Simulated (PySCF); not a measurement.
GeHF₃ (charge +1): geometry relaxation (part 1 of 2)

System: GeHF₃, charge +1, multiplicity 2.
Method: HF/6-31G*, UHF (PySCF 2.14.0).

The atoms were displaced at random from an optimised geometry. The geometry is that of the parent species in another charge or spin state.

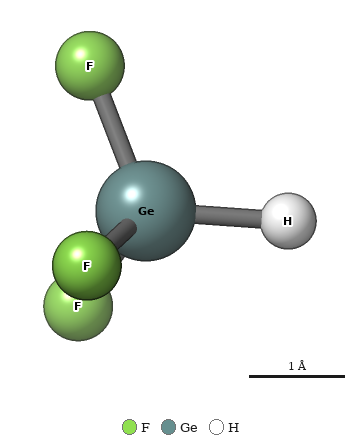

Fig. 1: The starting structure (ball-and-stick view, seen at an oblique angle). Sticks mark near contacts. Bond lengths as drawn: F–Ge 1.65 to 1.73 Å and Ge–H 1.50 Å.

The input (calc.py)
```python
import numpy
from pyscf import gto, scf, symm
from pyscf.hessian import thermo
from pyscf.geomopt.geometric_solver import kernel as optimise

mol = gto.M(
    atom='''
F     -0.241743    -0.729915     1.481645
Ge     0.093534    -0.029767     0.020264
F     -0.677973     1.510032     0.008805
F     -0.708112    -0.959681    -1.201958
H      1.558754     0.111036    -0.284242
''',
    basis='6-31g*',
    spin=1,
    verbose=3,
    max_memory=1860,
    charge=1,
)

mf = scf.UHF(mol)
mf.conv_tol = 1e-10
mf = mf.newton()
converged, mol_eq = optimise(mf, maxsteps=80)
print('converged:', converged)
print(mol_eq.tostring())

mf.reset(mol_eq)
mol = mol_eq
mf.kernel()
e_tot = mf.e_tot
print('Final energy', e_tot)
hess = mf.Hessian().kernel()
modes = thermo.harmonic_analysis(mol, hess)
print('frequencies (1/cm)', numpy.round(modes['freq_wavenumber'], 1))
symm.geom.TOLERANCE = 1e-3  # for the symmetry number
th = thermo.thermo(mf, modes['freq_au'], 298.15, 101325)
thermo.dump_thermo(mol, th)
```

Machine: 1 thread of Arm Neoverse V2, 24 GiB of memory available, shared host.

Launched with:
```bash
OMP_NUM_THREADS=1 python calc.py
```

Log
```
#|     Arguments passed to driver run_optimizer():      |#
customengine              <pyscf.geomopt.geometric_solver.PySCFEngine object>
maxiter                   80
----------------------------------------------------------
Custom engine selected.
Bonds will be generated from interatomic distances less than 1.20 times sum of covalent radii
15 internal coordinates being used (instead of 15 Cartesians)
Internal coordinate system (atoms numbered from 1):
Distance 1-2
Distance 2-3
Distance 2-4
Distance 2-5
Angle 1-2-3
Angle 1-2-4
Angle 1-2-5
Angle 3-2-4
Angle 3-2-5
Angle 4-2-5
Translation-X 1-5
Translation-Y 1-5
Translation-Z 1-5
Rotation-A 1-5
Rotation-B 1-5
Rotation-C 1-5
<class 'geometric.internal.Distance'> : 4
<class 'geometric.internal.Angle'> : 6
<class 'geometric.internal.TranslationX'> : 1
<class 'geometric.internal.TranslationY'> : 1
<class 'geometric.internal.TranslationZ'> : 1
<class 'geometric.internal.RotationA'> : 1
<class 'geometric.internal.RotationB'> : 1
<class 'geometric.internal.RotationC'> : 1
> ===== Optimization Info: ====
> Job type: Energy minimization
> Maximum number of optimization cycles: 80
> Initial / maximum trust radius (Angstrom): 0.100 / 0.300
> Convergence Criteria:
> Will converge when all 5 criteria are reached:
>  |Delta-E| < 1.00e-06
>  RMS-Grad  < 3.00e-04
>  Max-Grad  < 4.50e-04
>  RMS-Disp  < 1.20e-03
>  Max-Disp  < 1.80e-03
> === End Optimization Info ===

Geometry optimization cycle 1
Cartesian coordinates (Angstrom)
 Atom        New coordinates             dX        dY        dZ
   F  -0.241743  -0.729915   1.481645    0.000000  0.000000  0.000000
  Ge   0.093534  -0.029767   0.020264    0.000000  0.000000  0.000000
   F  -0.677973   1.510032   0.008805    0.000000  0.000000  0.000000
   F  -0.708112  -0.959681  -1.201958    0.000000  0.000000  0.000000
   H   1.558754   0.111036  -0.284242    0.000000  0.000000  0.000000

WARN: Mole.unit (angstrom) is changed to Bohr

WARN: HOMO -0.472549432357254 >= LUMO -0.472549432357254

converged SCF energy = -2373.57196210854  <S^2> = 0.756392  2S+1 = 2.0063818
--------------- SecondOrderUHF_Scanner gradients ---------------
         x                y                z
0 F     0.0096647424    -0.0106858333    -0.0081178674
1 Ge    -0.0481210408     0.1697606202     0.0381798251
2 F     0.0542355156    -0.1047072603     0.0003205860
3 F    -0.0118372963    -0.0363910199    -0.0314148365
4 H    -0.0039419210    -0.0179765067     0.0010322928
----------------------------------------------
cycle 1: E = -2373.57196211  dE = -2373.57  norm(grad) = 0.222625
Step    0 : Gradient = 9.956e-02/1.805e-01 (rms/max) Energy = -2373.5719621085
Hessian Eigenvalues: 5.00000e-02 5.00000e-02 5.00000e-02 ... 3.22572e-01 3.33342e-01 4.19352e-01

Geometry optimization cycle 2
Cartesian coordinates (Angstrom)
 Atom        New coordinates             dX        dY        dZ
   F  -0.299671  -0.714523   1.509380   -0.057928  0.015392  0.027735
  Ge   0.159759  -0.195286   0.000461    0.066225 -0.165519 -0.019803
   F  -0.679285   1.519972  -0.004820   -0.001312  0.009940 -0.013625
   F  -0.752768  -0.912378  -1.179422   -0.044656  0.047303  0.022536
   H   1.596425   0.203920  -0.301085    0.037671  0.092884 -0.016843
converged SCF energy = -2373.61739596265  <S^2> = 0.75395493  2S+1 = 2.003951
--------------- SecondOrderUHF_Scanner gradients ---------------
         x                y                z
0 F     0.0015700593    -0.0064292765     0.0022151281
1 Ge    -0.0336780153     0.0534588251    -0.0010403118
2 F     0.0217817150    -0.0400735963    -0.0005774549
3 F     0.0045441510    -0.0038357891     0.0014726664
4 H     0.0057820900    -0.0031201632    -0.0020700278
----------------------------------------------
cycle 2: E = -2373.61739596  dE = -0.0454339  norm(grad) = 0.0787877
Step    1 : Displace = 1.019e-01/1.794e-01 (rms/max) Trust = 1.000e-01 (=) Grad = 3.523e-02/6.319e-02 (rms/max) E (change) = -2373.6173959627 (-4.543e-02) Quality = 1.321
Hessian Eigenvalues: 5.00000e-02 5.00000e-02 5.00000e-02 ... 2.80565e-01 3.43907e-01 4.21150e-01

Geometry optimization cycle 3
Cartesian coordinates (Angstrom)
 Atom        New coordinates             dX        dY        dZ
   F  -0.323312  -0.658801   1.510587   -0.023640  0.055722  0.001207
  Ge   0.233758  -0.323778  -0.010296    0.073998 -0.128492 -0.010756
   F  -0.674870   1.492017  -0.000382    0.004415 -0.027954  0.004438
   F  -0.793877  -0.872333  -1.186543   -0.041109  0.040045 -0.007121
   H   1.582761   0.264599  -0.288852   -0.013664  0.060679  0.012232
converged SCF energy = -2373.62585106397  <S^2> = 0.75376113  2S+1 = 2.0037576
--------------- SecondOrderUHF_Scanner gradients ---------------
         x                y                z
0 F    -0.0019354875     0.0036720333    -0.0007448183
1 Ge    -0.0016752410     0.0120177415     0.0000390845
2 F     0.0120406636    -0.0225562871    -0.0000750251
3 F    -0.0023523731     0.0031503793    -0.0000417850
4 H    -0.0060775620     0.0037161330     0.0008225439
----------------------------------------------
cycle 3: E = -2373.62585106  dE = -0.0084551  norm(grad) = 0.0297602
Step    2 : Displace = 8.240e-02/1.487e-01 (rms/max) Trust = 1.414e-01 (+) Grad = 1.331e-02/2.557e-02 (rms/max) E (change) = -2373.6258510640 (-8.455e-03) Quality = 1.031
Hessian Eigenvalues: 5.00000e-02 5.00000e-02 5.00000e-02 ... 3.36389e-01 3.53764e-01 4.22777e-01

Geometry optimization cycle 4
Cartesian coordinates (Angstrom)
 Atom        New coordinates             dX        dY        dZ
   F  -0.298057  -0.683177   1.506215    0.025255 -0.024376 -0.004373
  Ge   0.225199  -0.297064  -0.012862   -0.008559  0.026714 -0.002566
   F  -0.744408   1.580310   0.004819   -0.069538  0.088293  0.005201
   F  -0.774634  -0.896537  -1.188287    0.019243 -0.024204 -0.001743
   H   1.616360   0.198173  -0.285371    0.033599 -0.066426  0.003482
converged SCF energy = -2373.6296472092  <S^2> = 0.75384344  2S+1 = 2.0038398
--------------- SecondOrderUHF_Scanner gradients ---------------
         x                y                z
0 F    -0.0000290155    -0.0000721051    -0.0014246459
1 Ge    -0.0039664701     0.0124879089     0.0002627410
2 F     0.0066933910    -0.0096261320     0.0009084625
3 F    -0.0003773150    -0.0025777391    -0.0003901225
4 H    -0.0023205904    -0.0002119326     0.0006435648
----------------------------------------------
cycle 4: E = -2373.62964721  dE = -0.00379615  norm(grad) = 0.0180238
Step    3 : Displace = 6.513e-02/1.128e-01 (rms/max) Trust = 2.000e-01 (+) Grad = 8.060e-03/1.311e-02 (rms/max) E (change) = -2373.6296472092 (-3.796e-03) Quality = 1.221
Hessian Eigenvalues: 5.00000e-02 5.00000e-02 5.00000e-02 ... 3.44095e-01 4.21393e-01 4.46921e-01

Geometry optimization cycle 5
Cartesian coordinates (Angstrom)
 Atom        New coordinates             dX        dY        dZ
   F  -0.284385  -0.684434   1.512463    0.013672 -0.001256  0.006248
  Ge   0.242348  -0.319800  -0.011075    0.017149 -0.022737  0.001787
   F  -0.807110   1.619052  -0.005151   -0.062702  0.038742 -0.009970
   F  -0.774382  -0.874141  -1.189317    0.000251  0.022396 -0.001030
   H   1.647989   0.161028  -0.282405    0.031629 -0.037145  0.002966
converged SCF energy = -2373.63121755153  <S^2> = 0.7538367  2S+1 = 2.003833
--------------- SecondOrderUHF_Scanner gradients ---------------
         x                y                z
0 F     0.0002188092    -0.0007798340    -0.0003706561
1 Ge    -0.0039870730     0.0039389828    -0.0010884690
2 F     0.0021799678    -0.0025724567     0.0000391242
3 F     0.0005037996    -0.0008682201     0.0011113368
4 H     0.0010844965     0.0002815281     0.0003086641
----------------------------------------------
cycle 5: E = -2373.63121755  dE = -0.00157034  norm(grad) = 0.00695379
Step    4 : Displace = 4.350e-02/7.475e-02 (rms/max) Trust = 2.828e-01 (+) Grad = 3.110e-03/5.709e-03 (rms/max) E (change) = -2373.6312175515 (-1.570e-03) Quality = 1.294
Hessian Eigenvalues: 4.70689e-02 5.00000e-02 5.00000e-02 ... 3.46455e-01 4.21308e-01 4.44354e-01

Geometry optimization cycle 6
Cartesian coordinates (Angstrom)
 Atom        New coordinates             dX        dY        dZ
   F  -0.279715  -0.675804   1.517281    0.004670  0.008630  0.004818
  Ge   0.254706  -0.335393  -0.009122    0.012357 -0.015593  0.001953
   F  -0.836861   1.630883  -0.005197   -0.029751  0.011832 -0.000046
   F  -0.770984  -0.860136  -1.194445    0.003398  0.014004 -0.005128
   H   1.657315   0.142155  -0.284003    0.009326 -0.018873 -0.001598
converged SCF energy = -2373.63146816371  <S^2> = 0.75381032  2S+1 = 2.0038067
--------------- SecondOrderUHF_Scanner gradients ---------------
         x                y                z
0 F     0.0000984943    -0.0001858090     0.0002430742
1 Ge     0.0000477809     0.0011164694    -0.0005440067
2 F     0.0004421486    -0.0005445784    -0.0000391322
3 F    -0.0002380534    -0.0002640909    -0.0000579646
4 H    -0.0003503703    -0.0001219911     0.0003980293
----------------------------------------------
cycle 6: E = -2373.63146816  dE = -0.000250612  norm(grad) = 0.00160233
Step    5 : Displace = 2.109e-02/3.216e-02 (rms/max) Trust = 3.000e-01 (+) Grad = 7.166e-04/1.243e-03 (rms/max) E (change) = -2373.6314681637 (-2.506e-04) Quality = 1.168
Hessian Eigenvalues: 3.79108e-02 5.00000e-02 5.00000e-02 ... 3.48600e-01 4.21863e-01 4.40822e-01

Geometry optimization cycle 7
Cartesian coordinates (Angstrom)
 Atom        New coordinates             dX        dY        dZ
   F  -0.280448  -0.673284   1.518248   -0.000733  0.002520  0.000967
  Ge   0.257593  -0.339637  -0.007863    0.002887 -0.004244  0.001259
   F  -0.844811   1.633875  -0.004285   -0.007950  0.002991  0.000911
   F  -0.769134  -0.856661  -1.194968    0.001850  0.003476 -0.000523
   H   1.661260   0.137412  -0.286618    0.003945 -0.004744 -0.002615
converged SCF energy = -2373.63148258629  <S^2> = 0.75380122  2S+1 = 2.0037976
--------------- SecondOrderUHF_Scanner gradients ---------------
         x                y                z
0 F     0.0000944752     0.0000224572     0.0000102125
1 Ge    -0.0003495498    -0.0000976572    -0.0001880487
2 F     0.0000597753    -0.0001317053    -0.0000529050
3 F     0.0000340635     0.0001142889     0.0001306954
4 H     0.0001612358     0.0000926163     0.0001000458
----------------------------------------------
cycle 7: E = -2373.63148259  dE = -1.44226e-05  norm(grad) = 0.00052557
Step    6 : Displace = 5.820e-03/8.609e-03 (rms/max) Trust = 3.000e-01 (=) Grad = 2.350e-04/4.088e-04 (rms/max) E (change) = -2373.6314825863 (-1.442e-05) Quality = 1.096
Hessian Eigenvalues: 3.27157e-02 5.00000e-02 5.00000e-02 ... 3.55215e-01 4.21996e-01 4.57858e-01
```
